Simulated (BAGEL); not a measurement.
**AlH2SF3 (SMILES [F][Al]([F])([F])<-[SH2]) at HF/3-21G (density fitting with qzvpp-jkfit)**

What is the energy change on altering one bond length of AlH2SF3 at HF/3-21G (density fitting with qzvpp-jkfit)? 

Program for the calculation: BAGEL 1.2.2.

### 1 Starting point

The species is AlH2SF3 (7 atoms), meant as a singlet with charge 0. As SMILES, `[F][Al]([F])([F])<-[SH2]`. Geometry: a GFN2-xTB relaxation, a rough one for these elements and not checked as a minimum.

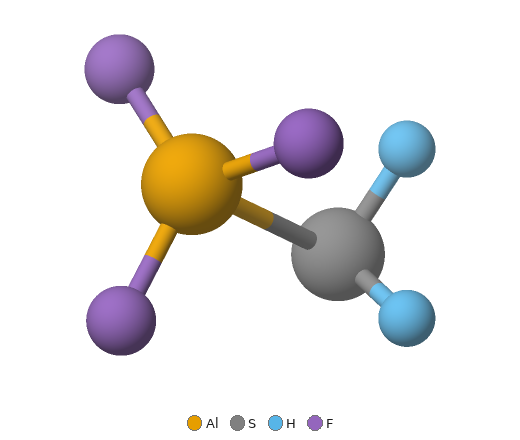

The structure, seen from a chosen angle (aluminium amber, sulfur grey, hydrogen blue, fluorine purple).

### 2 The energy at HF/3-21G (density fitting with qzvpp-jkfit)

File job.json:

```json
{ "bagel" : [

{
  "title" : "molecule",
  "basis" : "3-21g",
  "df_basis" : "qzvpp-jkfit",
  "angstrom" : true,
  "geometry" : [
    { "atom" : "Al", "xyz" : [    0.139410,   -0.238690,   -0.977540 ] },
    { "atom" : "S", "xyz" : [    0.146750,   -0.246790,    1.495460 ] },
    { "atom" : "H", "xyz" : [    0.511290,    1.036380,    1.505460 ] },
    { "atom" : "H", "xyz" : [   -1.151450,    0.059610,    1.503580 ] },
    { "atom" : "F", "xyz" : [    1.761120,   -0.180430,   -1.233560 ] },
    { "atom" : "F", "xyz" : [   -0.688880,    1.188410,   -1.069040 ] },
    { "atom" : "F", "xyz" : [   -0.718240,   -1.618490,   -1.224370 ] }
  ]
},
{
  "title" : "hf"
},
{
  "title" : "print",
  "file" : "orbitals.molden",
  "orbitals" : true
}

]}
```

Run with:

```sh
BAGEL_NUM_THREADS=1 BAGEL job.json > job.out
```

What it wrote:

```text
* using 1 threads per process

  ===============================================================
  ===============================================================

  *** Geometry ***

  { "atom" : "Al", "xyz" : [      0.263447,     -0.451059,     -1.847283 ] },
  { "atom" : "S", "xyz" : [      0.277317,     -0.466366,      2.826010 ] },
  { "atom" : "H", "xyz" : [      0.966198,      1.958474,      2.844907 ] },
  { "atom" : "H", "xyz" : [     -2.175925,      0.112647,      2.841354 ] },
  { "atom" : "F", "xyz" : [      3.328034,     -0.340963,     -2.331091 ] },
  { "atom" : "F", "xyz" : [     -1.301795,      2.245769,     -2.020193 ] },
  { "atom" : "F", "xyz" : [     -1.357277,     -3.058503,     -2.313724 ] },

  Number of auxiliary basis functions:      523

  Since a DF basis is specified, we compute 2- and 3-index integrals:
    o Being stored without compression. Storage requirement is 0.014 GB

  Number of basis functions:       57
  Number of electrons      :       58

    * METHOD: MOLECULE                             0.21

  *** RHF ***

  === Nuclear Repulsion ===
   302.3420416721

      * DIIS with orbital gradients will be used.

  === RHF iteration (3-21g) ===
      0       -933.98077165          0.03178973           0.06
      1       -934.18625911          0.01757436           0.06
      2       -934.25367140          0.00098225           0.06
      3       -934.25442253          0.00018058           0.06
      4       -934.25445582          0.00005696           0.06
      5       -934.25445768          0.00001932           0.06
      6       -934.25445791          0.00000314           0.06
      7       -934.25445792          0.00000074           0.06
      8       -934.25445792          0.00000026           0.06
      9       -934.25445792          0.00000006           0.06
     10       -934.25445792          0.00000002           0.05
     11       -934.25445792          0.00000000           0.05
    * SCF iteration converged.

    * Permanent dipole moment:
           (    0.328922,    -0.566120,    -1.395181) a.u.

    * METHOD: HF                                   0.83

    * METHOD: PRINT                                0.01

  ===============================================================
```

It took 1.2 s on 1 thread of Arm Neoverse V1, shared host; peak memory 0.097 GiB.

### 3 The distorted shape

File input.json:

```json
{ "bagel": [

{
  "title": "molecule",
  "basis": "3-21g",
  "df_basis": "qzvpp-jkfit",
  "angstrom": true,
  "geometry": [
    { "atom": "Al", "xyz": [       0.788472,      -0.391881,      -0.981600 ] },
    { "atom": "S", "xyz": [       0.795812,      -0.399981,       1.491400 ] },
    { "atom": "H", "xyz": [       1.160352,       0.883189,       1.501400 ] },
    { "atom": "H", "xyz": [      -1.151450,       0.059610,       1.503580 ] },
    { "atom": "F", "xyz": [       2.410182,      -0.333621,      -1.237620 ] },
    { "atom": "F", "xyz": [      -0.039818,       1.035219,      -1.073100 ] },
    { "atom": "F", "xyz": [      -0.069178,      -1.771681,      -1.228430 ] }
  ]
},

{ "title": "hf" },

{ "title": "print", "file": "orbitals.molden", "orbitals": true }

]}
```

Run with:

```sh
BAGEL_NUM_THREADS=1 BAGEL input.json > input.out
```

What it wrote:

```text
* using 1 threads per process

  ===============================================================
  ===============================================================

  *** Geometry ***

  { "atom" : "Al", "xyz" : [      1.489996,     -0.740548,     -1.854955 ] },
  { "atom" : "S", "xyz" : [      1.503867,     -0.755855,      2.818338 ] },
  { "atom" : "H", "xyz" : [      2.192747,      1.668985,      2.837235 ] },
  { "atom" : "H", "xyz" : [     -2.175925,      0.112647,      2.841354 ] },
  { "atom" : "F", "xyz" : [      4.554584,     -0.630452,     -2.338763 ] },
  { "atom" : "F", "xyz" : [     -0.075245,      1.956280,     -2.027865 ] },
  { "atom" : "F", "xyz" : [     -0.130727,     -3.347992,     -2.321396 ] },

  Number of auxiliary basis functions:      523

  Since a DF basis is specified, we compute 2- and 3-index integrals:
    o Being stored without compression. Storage requirement is 0.014 GB

  Number of basis functions:       57
  Number of electrons      :       58

    * METHOD: MOLECULE                             0.21

  *** RHF ***

  === Nuclear Repulsion ===
   299.5801133381

      * DIIS with orbital gradients will be used.

  === RHF iteration (3-21g) ===
      0       -933.90241107          0.03159750           0.06
      1       -934.10885715          0.01750018           0.06
      2       -934.17590673          0.00114838           0.06
      3       -934.17706262          0.00026878           0.06
      4       -934.17713227          0.00010630           0.06
      5       -934.17714278          0.00003334           0.06
      6       -934.17714432          0.00001342           0.06
      7       -934.17714462          0.00000663           0.06
      8       -934.17714468          0.00000221           0.06
      9       -934.17714469          0.00000056           0.06
     10       -934.17714469          0.00000019           0.06
     11       -934.17714469          0.00000008           0.06
     12       -934.17714469          0.00000003           0.06
     13       -934.17714469          0.00000001           0.06
     14       -934.17714469          0.00000001           0.06
    * SCF iteration converged.

    * Permanent dipole moment:
           (    0.524430,    -0.610002,    -1.394529) a.u.

    * METHOD: HF                                   1.03

    * METHOD: PRINT                                0.01

  ===============================================================
```

It took 1.4 s on 1 thread of Arm Neoverse V1, shared host; peak memory 0.097 GiB.

### 4 What came out

At HF/3-21G (density fitting with qzvpp-jkfit):

| quantity | value |
| --- | --- |
| first shape: total energy | -934.25446 Eh |
| first shape: dipole moment | 3.92 D |
| first shape: HOMO energy | -13.41 eV |
| first shape: LUMO energy | 3.23 eV |
| first shape: HOMO–LUMO gap | 16.65 eV |
| distorted shape: total energy | -934.17714 Eh |
| distorted shape: dipole moment | 4.09 D |
| distorted shape: HOMO energy | -13.14 eV |
| distorted shape: LUMO energy | -1.14 eV |
| distorted shape: HOMO–LUMO gap | 12.00 eV |
| energy change with the S2–H4 bond stretched from 1.334 to 2.001 Å | 2.104 eV |

In words: With the S2–H4 bond stretched from 1.334 to 2.001 Å the energy rises by 2.10 eV (49 kcal/mol). The first shape isn't relaxed at this level, so the change isn't measured from a minimum.
